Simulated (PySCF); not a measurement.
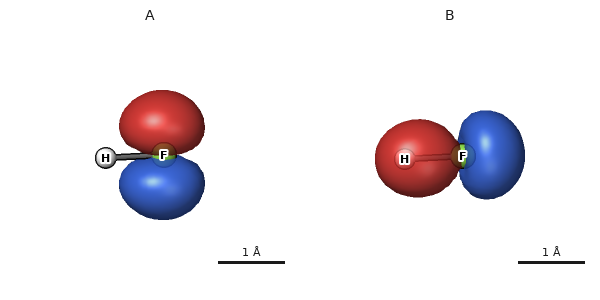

Figure. HF. Two frontier orbitals, each drawn at the value that holds 80 % of its norm (blue and red are the two phases), in no order; of a degenerate pair one member is drawn.

The calculation used PySCF, PBE0/def2-TZVP, non-relativistic Hamiltonian with scalar-relativistic core potentials where named, at a bond length of 0.921 Å.

Name the orbitals and rank them from lowest to highest energy.

Orbital B: σ, occupied, −15.35 eV; mainly on F (80 %).
Orbital A: π, occupied, −11.64 eV; mainly on F (95 %).
